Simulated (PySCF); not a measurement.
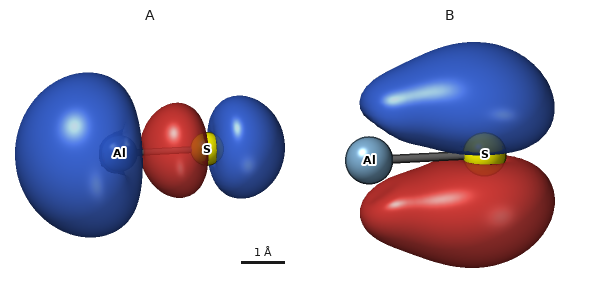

Figure. AlS (charge −1). Two frontier orbitals, each drawn at the value that holds 80 % of its norm (blue and red are the two phases), in no order; of a degenerate pair one member is drawn.

All numbers below come from PBE0/aug-pcseg-1, non-relativistic, at a bond length of 2.109 Å in PySCF.

Name the orbitals and rank them from lowest to highest energy.

Answer. Orbital B: π, occupied, −1.59 eV; mainly on S (80 %).
Orbital A: σ, occupied, −0.90 eV; shared between the atoms (Al 70 %, S 30 %).
